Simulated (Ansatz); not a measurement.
# Single-point calculation, with input and output: Si₅₀H₅₂ (part 2 of 2)

Continued. System: Si₅₀H₅₂ (Si50H52 off sphere). Method: RKS PBE0-D4/def2-SVP (Ansatz 0.2.0). The geometry comes from this level: PBE-D4/def2-SVP.

**Output, continued**
```
Atom 44 at     2.316907     0.391579     4.195343 Å, force     0.073308    -0.047011     0.042896 eV/Å
Atom 45 at     2.358519     3.074277     1.459662 Å, force    -0.001413    -0.009450     0.005406 eV/Å
Atom 46 at    -0.345186     5.828921     1.421794 Å, force     0.006329     0.113053    -0.003977 eV/Å
Atom 47 at     5.032701    -2.325851    -1.275479 Å, force     0.124592    -0.002677     0.006770 eV/Å
Atom 48 at     5.038830     3.246463    -1.409469 Å, force     0.152901    -0.006295    -0.011056 eV/Å
Atom 49 at     5.056046     0.243575     1.589596 Å, force     0.140464    -0.004024    -0.001900 eV/Å
Atom 50 at    -5.561466    -3.072361    -0.430021 Å, force     0.146672    -0.098311     0.091966 eV/Å
Atom 51 at    -5.057888    -4.797259     1.208188 Å, force     0.096673     0.110185    -0.114735 eV/Å
Atom 52 at    -5.569899    -1.550247    -2.070155 Å, force     0.154364     0.093448    -0.092303 eV/Å
Atom 53 at    -5.065326     0.173561    -3.713680 Å, force     0.093492    -0.117544     0.112754 eV/Å
Atom 54 at    -5.309540    -1.876115     3.669583 Å, force     0.107582     0.111907    -0.107890 eV/Å
Atom 55 at    -5.309142     2.622258    -0.783793 Å, force     0.108943    -0.110198     0.113123 eV/Å
Atom 56 at    -0.895285    -4.532363    -3.506241 Å, force    -0.114579     0.106713     0.105978 eV/Å
Atom 57 at    -2.620243    -4.549183     3.698370 Å, force     0.115066     0.105531    -0.108844 eV/Å
Atom 58 at    -2.545010    -0.087590    -6.257658 Å, force     0.103555    -0.106647     0.114759 eV/Å
Atom 59 at    -0.826734    -1.829080    -6.230886 Å, force    -0.102779     0.105238     0.113843 eV/Å
Atom 60 at    -2.612447     2.615511    -3.465464 Å, force     0.108243    -0.108709     0.108663 eV/Å
Atom 61 at     0.094290     2.544927    -6.259563 Å, force     0.106394    -0.103550     0.115561 eV/Å
Atom 62 at     1.833185     0.824115    -6.228830 Å, force    -0.104781     0.104349     0.114250 eV/Å
Atom 63 at    -2.866575    -2.081477     6.151804 Å, force     0.114445     0.114201    -0.095701 eV/Å
Atom 64 at    -1.197893    -0.381908     6.664540 Å, force    -0.093960    -0.095014    -0.153700 eV/Å
Atom 65 at     0.371955     1.189998     6.657496 Å, force     0.095611     0.096157    -0.151194 eV/Å
Atom 66 at     2.075601     2.860175     6.162478 Å, force    -0.114328    -0.114195    -0.098180 eV/Å
Atom 67 at    -0.174943     5.056514    -3.719051 Å, force     0.119804    -0.091479     0.114836 eV/Å
Atom 68 at     1.546093     5.575448    -2.076742 Å, force    -0.092094    -0.156022    -0.092323 eV/Å
Atom 69 at    -2.618180     5.310331    -0.784536 Å, force     0.110120    -0.108562     0.113832 eV/Å
Atom 70 at     1.880501     5.309682     3.668804 Å, force    -0.112305    -0.107153    -0.107359 eV/Å
Atom 71 at     4.556886    -4.556712    -3.522027 Å, force    -0.112935     0.112542     0.113760 eV/Å
Atom 72 at     4.533784     0.892830    -3.505082 Å, force    -0.106226     0.113536     0.105588 eV/Å
Atom 73 at     4.550377     2.620038     3.699215 Å, force    -0.105964    -0.115365    -0.108666 eV/Å
Atom 74 at     3.068781     5.555479    -0.437335 Å, force     0.098952    -0.145399     0.092720 eV/Å
Atom 75 at     4.794057     5.062674     1.204316 Å, force    -0.110257    -0.096522    -0.115002 eV/Å
Atom 76 at    -4.236121    -5.639919    -2.385096 Å, force     0.115958     0.095491     0.114916 eV/Å
Atom 77 at    -2.508976    -6.170158    -0.755374 Å, force    -0.096272     0.147447    -0.086732 eV/Å
Atom 78 at    -3.981571    -3.197193    -4.868185 Å, force     0.111927     0.112760     0.109929 eV/Å
Atom 79 at    -6.687974    -0.515179     0.534421 Å, force     0.112626     0.106587     0.105341 eV/Å
Atom 80 at    -6.734290     1.187387     2.290605 Å, force     0.118156    -0.103538    -0.103498 eV/Å
Atom 81 at    -3.987597     1.272553     5.004107 Å, force     0.108352    -0.113907    -0.109087 eV/Å
Atom 82 at    -3.951696     3.955355     2.364430 Å, force     0.107116    -0.107803    -0.112667 eV/Å
Atom 83 at     1.449682    -5.922784    -2.124099 Å, force     0.102303     0.117121     0.102651 eV/Å
Atom 84 at     3.188702    -5.914140    -0.407203 Å, force    -0.103380     0.115779    -0.105802 eV/Å
Atom 85 at     1.432759    -3.162608    -4.869269 Å, force     0.105721     0.100306     0.114190 eV/Å
Atom 86 at     3.160843    -1.434686    -4.871554 Å, force    -0.099821    -0.105211     0.114894 eV/Å
Atom 87 at    -0.965192    -6.167034     0.864973 Å, force     0.098135     0.153380     0.095152 eV/Å
Atom 88 at     0.748062    -5.687981     2.531016 Å, force    -0.118558     0.095739    -0.111824 eV/Å
Atom 89 at     0.514739    -3.169931     5.053992 Å, force    -0.113054     0.108551    -0.107159 eV/Å
Atom 90 at     3.186008    -3.187940     2.320662 Å, force    -0.106062     0.106338    -0.109362 eV/Å
Atom 91 at     3.203056     3.980968    -4.865718 Å, force    -0.113578    -0.111981     0.108880 eV/Å
Atom 92 at    -1.271458     3.990317     5.002568 Å, force     0.114838    -0.108942    -0.108893 eV/Å
Atom 93 at     3.169158    -0.514698     5.055094 Å, force    -0.108580     0.113491    -0.107010 eV/Å
Atom 94 at    -1.182674     6.737006     2.289216 Å, force     0.103159    -0.118187    -0.102818 eV/Å
Atom 95 at     0.519838     6.688855     0.533174 Å, force    -0.106953    -0.113510     0.105954 eV/Å
Atom 96 at     5.913550    -3.191007    -0.406819 Å, force    -0.115867     0.104320    -0.105938 eV/Å
Atom 97 at     5.924441    -1.450752    -2.122376 Å, force    -0.118082    -0.102471     0.102415 eV/Å
Atom 98 at     6.169317     2.503114    -0.747453 Å, force    -0.146716     0.096122    -0.088410 eV/Å
Atom 99 at     5.647581     4.228974    -2.381901 Å, force    -0.095149    -0.115188     0.115518 eV/Å
Atom 100 at     5.681803    -0.753254     2.536674 Å, force    -0.094006     0.119366    -0.112647 eV/Å
Atom 101 at     6.171488     0.958554     0.872086 Å, force    -0.153984    -0.097690     0.094257 eV/Å
Dipole moment:     0.000978     0.002069     0.019821 e Å
Checks for a lower state left out: starts
```

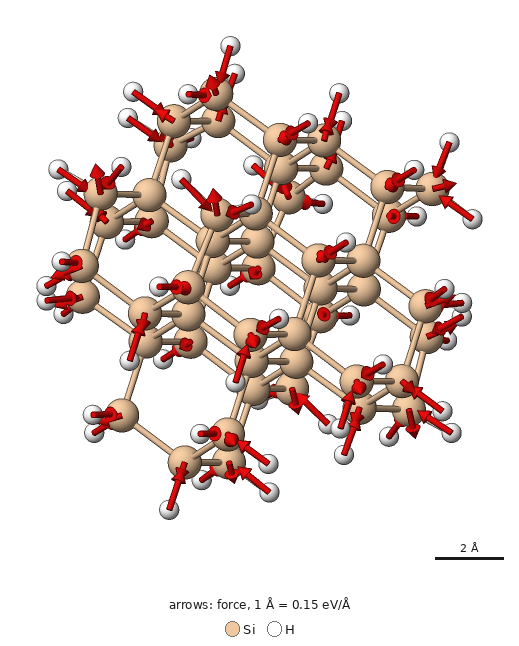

Fig. 1: Forces on the atoms as red arrows (ball-and-stick view, seen at a tilt); the smallest are left out. The largest act on H65, H88, H102 (0.21 eV/Å); H51, H53, H66, H69, H75 (0.20 eV/Å); H72, H78, H99 (0.20 eV/Å); H54, H55, H56, H57, H58, H59 and 26 more (0.19 eV/Å), among others. Atoms are counted from 1 in the order of the input and aren't labelled in the picture. The geometry is not a stationary point of this energy.

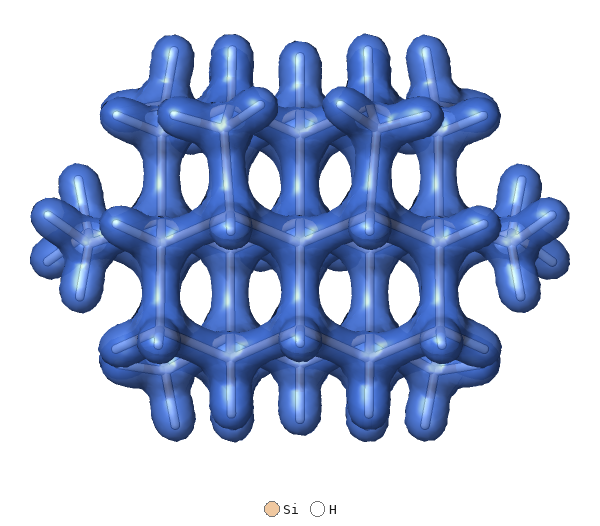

Fig. 2: Isosurface of the electron density at 0.4 e/Å³ (blue), seen from the side. At this value the surface is in one piece. On the grid the lowest density along these lines, outside the cores, is 0.58 e/Å³ (Si–Si, 2.35 Å) and 0.74 e/Å³ (Si–H, 1.51 Å).

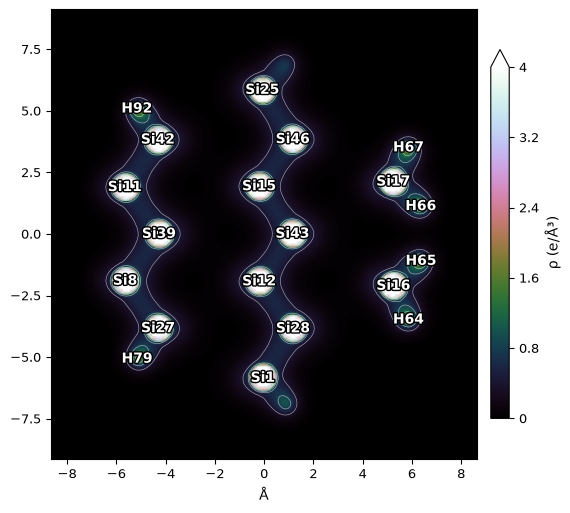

Fig. 3: Electron density on the plane of atoms H64, Si16 and H65. The section cuts through Si and H sites. Si–Si (2.35 Å): ρ is about 0.6 e/Å³ halfway. Si–H (1.51 Å): ρ at the midpoint is about 0.74 e/Å³.

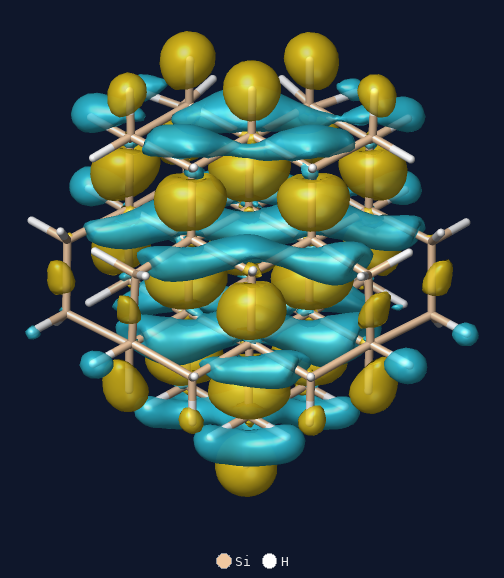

Fig. 4: The HOMO at ±0.03 Å⁻³ᐟ² (yellow and cyan are the two phases), seen face on. It is spread over the whole molecule. Its energy is −6.73 eV.

**Summary**

- outcome: converged
- total energy: −394474.1867 eV
- mean-field energy: −394464.4880 eV
- dispersion energy: −9.6986 eV
- SCF solution under orbital rotations: stable
- HOMO: −6.72 eV
- LUMO: −2.04 eV
- largest force (length of the vector): 0.205 eV/Å
- dipole moment: 0.10 D
- hardware: 11 CPU threads, shared host
- wall time: 32 s (CPU time 74 s)
- peak memory: 13 GiB
